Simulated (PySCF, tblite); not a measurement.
# C2H8F3NSi2: dynamics, then NMR shifts on frames

How do NMR shifts of C2H8F3NSi2 (`C[Si@@H](N[SiH3])C(F)(F)F`) change as the atoms move?

Programs: tblite 0.8.0 and PySCF 2.14.0, with density-fitted response routines of our own. Each step states its level of theory. These are calculated values for one molecule in the gas phase, unless marked as measured. Atoms count from 0, in the outputs and in this text.

**1. Starting geometry**

16 atoms, charge 0, multiplicity 1; geometry from: GFN2-xTB.

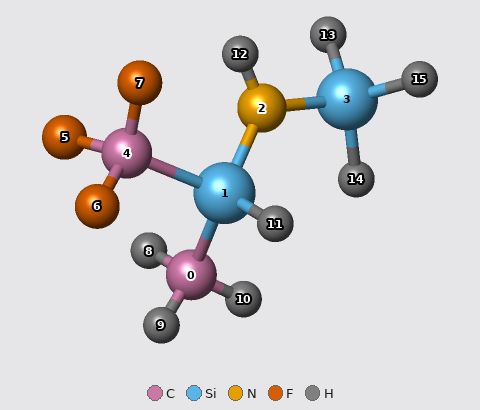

As it starts; carbon pink, silicon blue, nitrogen amber, fluorine orange, hydrogen grey, atoms numbered.

**2. Dynamics with GFN2-xTB**

Job settings and geometry (Å):

```
{"job": {"kind": "md", "xc": "GFN2-xTB", "basis": "xTB", "temperature": 600, "steps": 2000, "every": 50, "frames": 5}, "charge": 0, "multiplicity": 1}
C     -0.227617    -1.917959     0.320448
Si    -0.394031    -0.120413     0.876672
N      0.639757     0.936341     0.000561
Si     2.384546     0.945536    -0.073377
C     -2.175278     0.473998     0.370337
F     -2.520877     0.146836    -0.892227
F     -3.136965    -0.043783     1.161509
F     -2.316833     1.817039     0.449021
H     -0.358422    -2.009789    -0.755461
H     -0.964304    -2.557468     0.798935
H      0.755733    -2.303962     0.567620
H     -0.360966     0.051766     2.333326
H      0.211669     1.780619    -0.349393
H      2.733457     1.437718    -1.404788
H      2.791267    -0.439063     0.145617
H      2.931267     1.811527     0.974756
```

Method: GFN2-xTB Langevin dynamics, gas phase.

Command:

```sh
$ OMP_NUM_THREADS=1 python probes_run.py task.json out
```

The driver reads the jobs from task.json and runs them one after another.

The program printed:

```text
t/fs     T/K      E/eV
    0.0   487.9   -788.93169
   25.0   318.0   -788.28011
   50.0   454.9   -788.31953
   75.0   506.2   -788.26207
  100.0   531.9   -787.84864
  125.0   686.5   -787.88810
  150.0   711.5   -787.84970
  175.0   738.6   -787.96257
  200.0   643.7   -787.81223
  225.0   910.5   -788.08332
  250.0   598.6   -787.73145
  275.0   564.8   -787.68000
  300.0   477.7   -787.54693
  325.0   760.8   -787.76181
  350.0   676.3   -787.50426
  375.0   608.4   -787.59289
  400.0   580.1   -787.70759
  425.0   426.2   -787.61803
  450.0   444.7   -787.86775
  475.0   432.6   -787.77249
  500.0   750.0   -787.75674
  525.0   550.4   -787.48825
  550.0   798.4   -787.71187
  575.0   595.8   -787.66065
  600.0   729.3   -787.82193
  625.0   603.1   -788.09813
  650.0   506.8   -787.99372
  675.0   602.5   -787.78776
  700.0   591.3   -788.15119
  725.0   513.3   -787.89846
  750.0   577.7   -787.87995
  775.0   600.8   -787.95396
  800.0   446.0   -787.49425
  825.0   600.6   -787.89575
  850.0   584.2   -787.93587
  875.0   656.0   -788.09869
  900.0   696.4   -788.12357
  925.0   561.2   -787.84958
  950.0   486.6   -788.11303
  975.0   511.8   -787.95373
 1000.0   537.2   -788.05285
```

Run time: 16 s. Hardware: 1 thread of Arm Neoverse V1, shared host; peak memory 0.19 GiB.

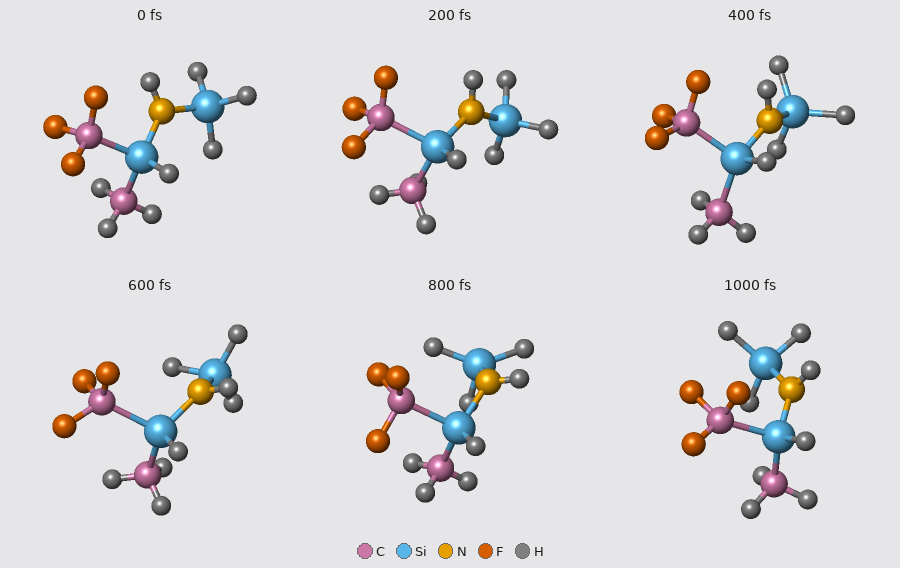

Frames of the run.

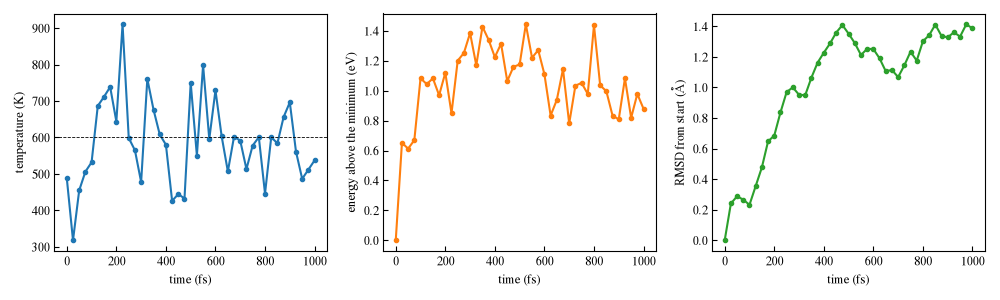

Temperature, potential energy and distance from the start.

Positions (Å) and forces (eV/Å) at 1000 fs:

```xyz
16

C    -0.245   -1.522    2.040    0.747   -2.621    1.119
Si   -0.675    0.224    2.263   -1.077    1.587    0.586
N     0.209    1.246    1.218    0.304    0.965   -0.233
Si    0.402    1.223   -0.570   -0.406    0.786    0.359
C    -2.538    0.589    1.649    0.827    2.298   -1.042
F    -2.803    0.883    0.288    0.799   -0.351    1.260
F    -3.634    0.046    2.043   -1.343   -1.598    0.766
F    -2.589    1.841    2.274   -0.141    0.077   -0.517
H     0.650   -1.784    2.697   -1.240    0.174   -0.785
H     0.041   -1.782    1.037    0.086    0.000   -0.326
H    -1.096   -2.198    2.308    0.816    0.443   -0.052
H    -0.742    0.795    3.683    0.116   -0.494   -0.977
H     0.365    2.141    1.705    0.067   -0.494   -0.823
H    -0.597    1.934   -1.479    0.350   -0.490    0.686
H     0.324   -0.224   -0.796    0.222    0.203   -0.145
H     1.608    2.075   -0.759   -0.128   -0.486    0.123
```

**3. Nuclear shieldings: 250 fs, PBE0/pcSseg-1**

Job settings and geometry (Å):

```
{"job": {"kind": "nmr", "xc": "PBE0", "basis": "pcSseg-1", "pop": false}, "charge": 0, "multiplicity": 1}
C     -1.282700    -2.159000     0.992600
Si    -1.107500    -0.365700     1.302100
N      0.366800     0.476200     0.721400
Si     1.883300    -0.215900     0.189100
C     -2.672500     0.520300     0.295200
F     -2.393600     0.048600    -0.991500
F     -3.889800     0.112600     0.557500
F     -2.880200     1.857500     0.125400
H     -2.009300    -2.576500     1.751400
H     -0.400300    -2.644800     1.229800
H     -1.573100    -2.424300    -0.072600
H     -1.362700    -0.103500     2.740400
H      0.358800     1.585600     1.048400
H      2.147500     0.396000    -1.150400
H      1.897500    -1.679900    -0.100700
H      2.736100     0.448400     1.141900
```

Level: GIAO PBE0/pcSseg-1 NMR shielding, non-relativistic, gas phase.

The program printed:

```text
coarse grid: 14704 points
cycle   1  E = -1013.3320307893  dE =  6.173e-01  |g| = 9.574e-01  |ddm| = 3.507e+00
cycle   2  E = -1013.1228338765  dE =  2.092e-01  |g| = 1.484e+00  |ddm| = 1.335e+00
cycle   3  E = -1013.4957151057  dE = -3.729e-01  |g| = 9.235e-02  |ddm| = 8.594e-01
cycle   4  E = -1013.4969038726  dE = -1.189e-03  |g| = 5.852e-02  |ddm| = 1.177e-01
cycle   5  E = -1013.4975974261  dE = -6.936e-04  |g| = 1.196e-02  |ddm| = 4.668e-02
cycle   6  E = -1013.4976212354  dE = -2.381e-05  |g| = 3.813e-03  |ddm| = 1.021e-02
cycle   7  E = -1013.4976244007  dE = -3.165e-06  |g| = 7.266e-04  |ddm| = 3.341e-03
final grid: 135048 points
cycle   8  E = -1013.5609048230  dE = -3.984e-05  |g| = 8.209e-03  |ddm| = 1.880e-02
cycle   9  E = -1013.5608917787  dE =  1.304e-05  |g| = 1.187e-02  |ddm| = 1.337e-02
cycle  10  E = -1013.5609183675  dE = -2.659e-05  |g| = 8.979e-04  |ddm| = 7.741e-03
cycle  11  E = -1013.5609185144  dE = -1.469e-07  |g| = 3.914e-04  |ddm| = 9.638e-04
cycle  12  E = -1013.5609185480  dE = -3.360e-08  |g| = 9.277e-05  |ddm| = 3.350e-04
cycle  13  E = -1013.5609185492  dE = -1.222e-09  |g| = 3.184e-05  |ddm| = 7.334e-05
cycle  14  E = -1013.5609185494  dE = -1.908e-10  |g| = 5.407e-06  |ddm| = 2.312e-05
converged SCF energy = -1013.5609185494

GIAO shielding tensors (ppm)
atom      isotropic    diamagn.    paramagn.     s11        s22        s33       span
  0 C      190.821     255.222     -64.401    181.012    192.863    198.586     17.573
  1 Si     357.061     878.535    -521.473    310.457    347.332    413.395    102.938
  2 N      226.252     326.454    -100.202    169.715    210.303    298.738    129.024
  3 Si     402.357     879.811    -477.454    347.129    387.863    472.077    124.948
  4 C       44.698     249.192    -204.494     32.431     46.074     55.589     23.159
  5 F      226.353     478.979    -252.626    104.359    232.547    342.152    237.793
  6 F      250.492     469.312    -218.820    167.525    272.250    311.701    144.176
  7 F      236.924     474.042    -237.117    139.272    227.792    343.708    204.436
  8 H       30.013      25.907       4.106     25.779     26.768     37.493     11.714
  9 H       32.469      33.224      -0.755     27.435     30.626     39.346     11.910
 10 H       29.439      29.773      -0.334     24.917     27.583     35.819     10.902
 11 H       26.473      27.558      -1.085     23.169     24.700     31.549      8.380
 12 H       27.645      27.755      -0.109     19.464     26.813     36.659     17.195
 13 H       26.278      29.694      -3.417     22.362     24.750     31.721      9.359
 14 H       26.179      29.740      -3.560     22.703     26.153     29.682      6.979
 15 H       26.328      28.958      -2.629     21.712     24.294     32.979     11.267
```

It took 35 s on 1 thread of Arm Neoverse V1, shared host; peak memory 0.85 GiB.

The references, computed at this level on geometries of the same kind, shield at (ppm): 1H TMS 31.72, 13C TMS 186.9, 29Si TMS 349.2, 19F CFCl3 170.9, 15N NH3 267.7. Their shielding less the atom's gives the shift. The references are single molecules in the gas phase, so shifts against H2O, NH3, PH3, H3PO4 or CFCl3 are not on the usual liquid scales and can be off by tens of ppm. Each atom is listed at this fixed geometry, with no averaging over motion; a spectrum would average atoms that exchange fast.

| atoms | environment | σ (ppm) | δ (ppm) |
| --- | --- | --- | --- |
| C4 | CF3 carbon | 44.7 | 142.2 |
| C0 | methyl carbon bonded to Si | 190.8 | -3.9 |
| H14 | hydrogen on a silicon bonded to N | 26.18 | 5.54 |
| H13 | hydrogen on a silicon bonded to N | 26.28 | 5.44 |
| H15 | hydrogen on a silicon bonded to N | 26.33 | 5.39 |
| H11 | hydrogen on a silicon bonded to 2 C, N | 26.47 | 5.24 |
| H12 | hydrogen on a nitrogen bonded to 2 Si | 27.65 | 4.07 |
| H10 | hydrogen on a methyl carbon bonded to Si | 29.44 | 2.28 |
| H8 | hydrogen on a methyl carbon bonded to Si | 30.01 | 1.70 |
| H9 | hydrogen on a methyl carbon bonded to Si | 32.47 | -0.75 |
| Si1 | silicon bonded to 2 C, N, H | 357.1 | -7.9 |
| Si3 | silicon bonded to N, 3 H | 402.4 | -53.2 |
| N2 | nitrogen bonded to 2 Si, H | 226.3 | 41.5 |
| F5 | fluorine of a CF3 group | 226.4 | -55.4 |
| F7 | fluorine of a CF3 group | 236.9 | -66.0 |
| F6 | fluorine of a CF3 group | 250.5 | -79.5 |

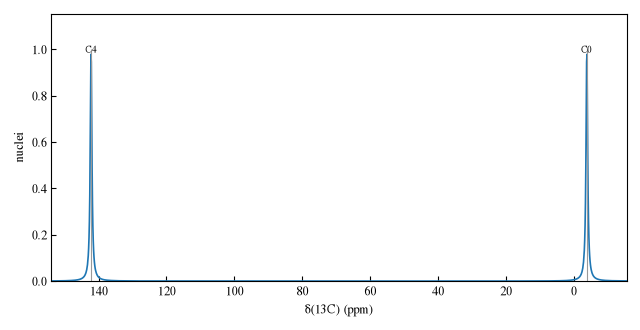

13C lines at the computed shifts, without couplings. Lines are broadened to a width of 0.58 ppm (Lorentzian).

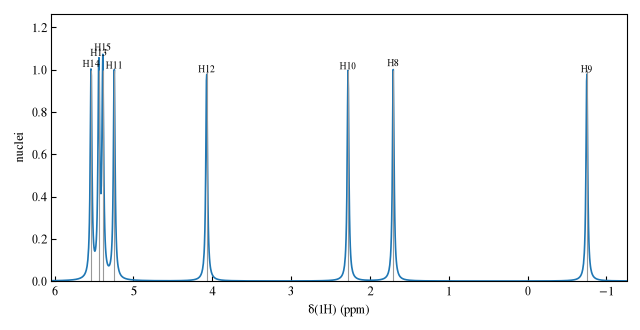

1H lines at the computed shifts, without couplings. Lines are broadened to a width of 0.03 ppm (Lorentzian).

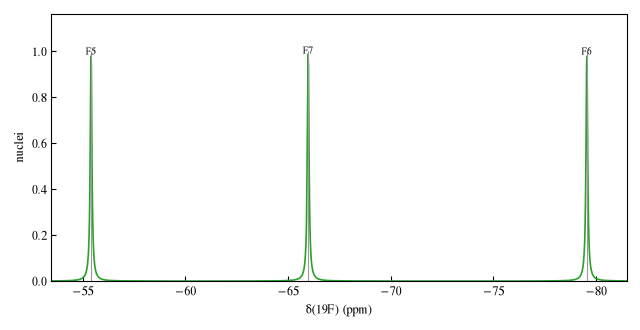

19F lines at the computed shifts, without couplings. Lines are broadened to a width of 0.10 ppm (Lorentzian).

Orbitals, density, ELF and potential are computed afterwards from the orbital file.

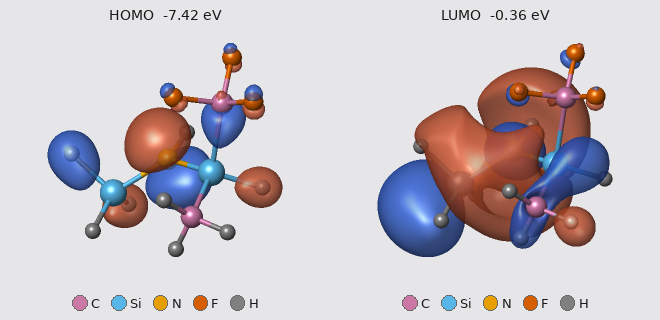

Frontier orbitals at PBE0/pcSseg-1; each surface holds 70 % of the orbital's density, blue and red mark the sign.

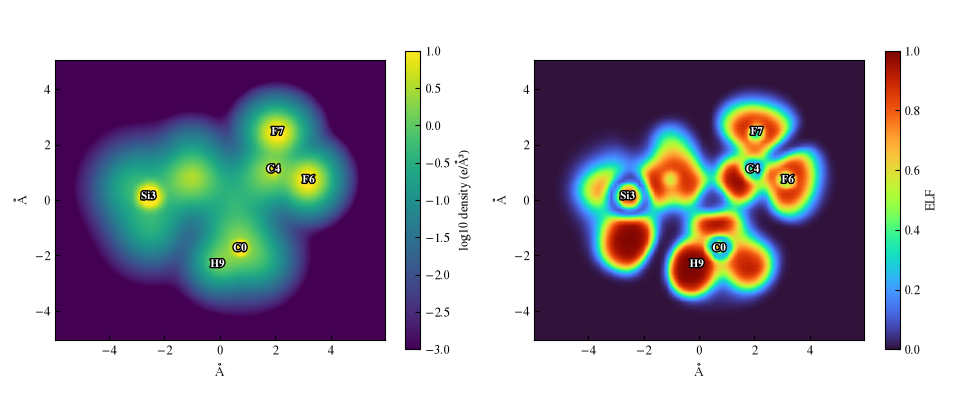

Density (left) and ELF (right) in a plane through or near 6 of the atoms.

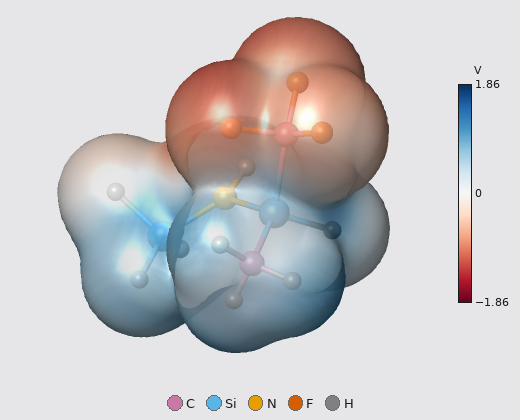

Electrostatic potential on the surface of density 0.002 e/bohr³; red is low, blue high. It runs, from the 1st to the 99th percentile, from -1.09 V near F5 to 1.86 V near H12.

**4. NMR shieldings: 425 fs, PBE0/pcSseg-1**

Job settings and geometry (Å):

```
{"job": {"kind": "nmr", "xc": "PBE0", "basis": "pcSseg-1", "pop": false}, "charge": 0, "multiplicity": 1}
C     -1.642900    -2.434800     1.191000
Si    -1.821300    -0.642800     1.770300
N     -0.437200     0.392700     1.243800
Si     1.094100     0.189000     0.396600
C     -3.256300     0.252000     0.733100
F     -3.050800    -0.254000    -0.552700
F     -4.482000    -0.170500     1.170100
F     -3.206500     1.570200     0.655300
H     -2.429000    -2.904400     1.590500
H     -0.853900    -2.798400     1.736300
H     -1.533200    -2.813900     0.209200
H     -2.425400    -0.874500     3.059800
H     -0.492600     1.304900     1.493700
H      1.121700    -1.221500    -0.029000
H      1.993500     0.779400     1.219300
H      1.057100     1.010000    -0.933200
```

With the program's defaults for keys left out, this is: GIAO PBE0/pcSseg-1 NMR shielding, non-relativistic, gas phase.

The program printed:

```text
coarse grid: 14704 points
cycle   1  E = -1013.3141590137  dE =  8.312e-01  |g| = 9.766e-01  |ddm| = 3.569e+00
cycle   2  E = -1013.1105251934  dE =  2.036e-01  |g| = 1.477e+00  |ddm| = 1.387e+00
cycle   3  E = -1013.4882892486  dE = -3.778e-01  |g| = 9.221e-02  |ddm| = 8.653e-01
cycle   4  E = -1013.4896527218  dE = -1.363e-03  |g| = 4.970e-02  |ddm| = 1.065e-01
cycle   5  E = -1013.4901560896  dE = -5.034e-04  |g| = 1.078e-02  |ddm| = 3.842e-02
cycle   6  E = -1013.4901740473  dE = -1.796e-05  |g| = 3.633e-03  |ddm| = 9.045e-03
cycle   7  E = -1013.4901766160  dE = -2.569e-06  |g| = 5.669e-04  |ddm| = 2.943e-03
final grid: 135048 points
cycle   8  E = -1013.5529344820  dE = -4.003e-05  |g| = 8.379e-03  |ddm| = 2.174e-02
cycle   9  E = -1013.5529227013  dE =  1.178e-05  |g| = 1.172e-02  |ddm| = 1.354e-02
cycle  10  E = -1013.5529484674  dE = -2.577e-05  |g| = 9.723e-04  |ddm| = 7.745e-03
cycle  11  E = -1013.5529486407  dE = -1.733e-07  |g| = 3.343e-04  |ddm| = 9.403e-04
cycle  12  E = -1013.5529486649  dE = -2.416e-08  |g| = 8.861e-05  |ddm| = 2.958e-04
cycle  13  E = -1013.5529486659  dE = -1.076e-09  |g| = 2.987e-05  |ddm| = 7.037e-05
cycle  14  E = -1013.5529486661  dE = -1.608e-10  |g| = 5.633e-06  |ddm| = 2.195e-05
converged SCF energy = -1013.5529486661

GIAO shielding tensors (ppm)
atom      isotropic    diamagn.    paramagn.     s11        s22        s33       span
  0 C      199.489     248.583     -49.094    193.306    196.244    208.917     15.611
  1 Si     355.387     878.125    -522.738    303.442    339.735    422.984    119.542
  2 N      259.944     326.143     -66.199    230.116    255.521    294.195     64.079
  3 Si     397.195     881.543    -484.348    342.717    377.796    471.071    128.353
  4 C       44.090     258.350    -214.260     37.979     43.995     50.296     12.317
  5 F      233.308     479.736    -246.428    120.495    237.895    341.533    221.038
  6 F      252.270     469.937    -217.667    143.562    279.041    334.207    190.646
  7 F      265.286     475.524    -210.238    184.683    290.324    320.850    136.167
  8 H       34.318      29.031       5.287     29.445     31.213     42.297     12.852
  9 H       33.610      32.308       1.302     29.037     30.918     40.874     11.837
 10 H       31.918      32.728      -0.810     27.569     28.497     39.687     12.118
 11 H       26.647      26.715      -0.067     23.928     24.254     31.760      7.832
 12 H       34.260      36.645      -2.385     24.281     31.556     46.943     22.662
 13 H       26.565      32.244      -5.679     22.801     26.615     30.279      7.477
 14 H       27.775      31.997      -4.222     23.059     25.723     34.543     11.484
 15 H       25.780      30.094      -4.314     22.091     24.477     30.771      8.681
```

It took 26 s on 1 thread of Arm Neoverse V1, shared host; peak memory 0.92 GiB.

In short: δ C4 142.8, C0 -12.6, Si1 -6.2, Si3 -48.0, H15 5.94, H13 5.15 ppm.

**5. Shielding tensors: 625 fs, PBE0/pcSseg-1**

Job settings and geometry (Å):

```
{"job": {"kind": "nmr", "xc": "PBE0", "basis": "pcSseg-1", "pop": false}, "charge": 0, "multiplicity": 1}
C     -1.053000    -2.222300     1.173500
Si    -1.516900    -0.489300     1.567500
N     -0.109200     0.596800     1.411100
Si     1.126900     0.598600     0.170500
C     -3.144300     0.090900     0.662900
F     -3.030800     0.373600    -0.700900
F     -4.291400    -0.697500     0.804800
F     -3.546700     1.248000     1.210300
H     -0.523700    -2.755100     1.981500
H     -0.326700    -2.186900     0.419200
H     -1.909800    -2.765700     0.817100
H     -2.219600    -0.105900     2.861200
H     -0.223100     1.476000     1.956200
H      0.469900     0.599500    -1.106000
H      1.999300    -0.752900     0.498500
H      2.121200     1.649300     0.499900
```

Method: GIAO PBE0/pcSseg-1 NMR shielding, non-relativistic, gas phase.

The program printed:

```text
coarse grid: 14704 points
cycle   1  E = -1013.3435040672  dE =  6.275e-01  |g| = 9.726e-01  |ddm| = 3.509e+00
cycle   2  E = -1013.1067844475  dE =  2.367e-01  |g| = 1.547e+00  |ddm| = 1.387e+00
cycle   3  E = -1013.5134192097  dE = -4.066e-01  |g| = 8.331e-02  |ddm| = 9.033e-01
cycle   4  E = -1013.5145058773  dE = -1.087e-03  |g| = 4.932e-02  |ddm| = 1.057e-01
cycle   5  E = -1013.5150305974  dE = -5.247e-04  |g| = 1.115e-02  |ddm| = 4.013e-02
cycle   6  E = -1013.5150509458  dE = -2.035e-05  |g| = 3.666e-03  |ddm| = 9.049e-03
cycle   7  E = -1013.5150536905  dE = -2.745e-06  |g| = 6.838e-04  |ddm| = 3.267e-03
final grid: 135048 points
cycle   8  E = -1013.5780429460  dE = -4.192e-05  |g| = 8.990e-03  |ddm| = 2.048e-02
cycle   9  E = -1013.5780284702  dE =  1.448e-05  |g| = 1.278e-02  |ddm| = 1.454e-02
cycle  10  E = -1013.5780594338  dE = -3.096e-05  |g| = 1.013e-03  |ddm| = 8.455e-03
cycle  11  E = -1013.5780596237  dE = -1.900e-07  |g| = 3.813e-04  |ddm| = 9.947e-04
cycle  12  E = -1013.5780596551  dE = -3.139e-08  |g| = 9.871e-05  |ddm| = 3.307e-04
cycle  13  E = -1013.5780596565  dE = -1.377e-09  |g| = 3.376e-05  |ddm| = 7.721e-05
cycle  14  E = -1013.5780596567  dE = -1.962e-10  |g| = 7.083e-06  |ddm| = 2.589e-05
converged SCF energy = -1013.5780596567

GIAO shielding tensors (ppm)
atom      isotropic    diamagn.    paramagn.     s11        s22        s33       span
  0 C      198.602     257.404     -58.802    189.535    198.689    207.582     18.047
  1 Si     365.433     878.163    -512.730    316.662    341.082    438.556    121.894
  2 N      251.761     325.089     -73.328    225.280    239.761    290.242     64.962
  3 Si     397.783     879.931    -482.147    364.371    372.453    456.527     92.156
  4 C       38.555     254.085    -215.530     30.940     35.513     49.212     18.272
  5 F      234.234     478.451    -244.217    114.721    242.123    345.856    231.136
  6 F      227.219     471.237    -244.017    115.108    223.084    343.466    228.358
  7 F      228.699     471.710    -243.011    136.318    250.278    299.501    163.183
  8 H       30.536      27.989       2.547     26.256     26.748     38.604     12.348
  9 H       31.949      36.295      -4.346     26.570     30.677     38.600     12.030
 10 H       31.621      29.070       2.551     26.049     29.387     39.427     13.378
 11 H       26.257      26.114       0.142     23.044     25.439     30.287      7.243
 12 H       30.137      29.887       0.250     21.488     27.363     41.561     20.073
 13 H       26.620      31.641      -5.020     22.238     25.590     32.033      9.795
 14 H       24.841      28.396      -3.555     21.380     24.027     29.116      7.736
 15 H       26.289      29.008      -2.719     23.241     24.307     31.320      8.079
```

Run time: 26 s. Hardware: 1 thread of Arm Neoverse V1, shared host; peak memory 0.92 GiB.

Key values: δ C4 148.4, C0 -11.7, Si1 -16.3, Si3 -48.6, H14 6.88, H11 5.46 ppm.

[end of part 1 of 2]
